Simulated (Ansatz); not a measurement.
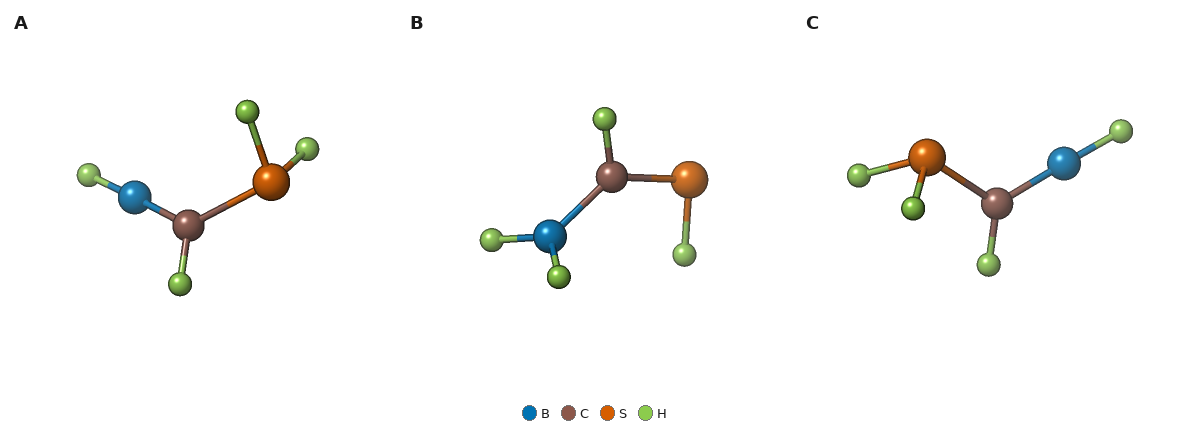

3 stationary structures of one formula. State: charge +1, singlet. Geometries: PBE-D4/def2-SVP. Electronic energies: PBE-D4/def2-SVP (Ansatz 0.2.0), without zero-point energy. No frequency run is at hand to confirm each as a minimum. Each is one conformer, not always the lowest.

**Rank them by energy, lowest first.**

B is lowest (Cs); C lies 66.9 kJ/mol above it (Cs), A lies 77.3 kJ/mol above it.
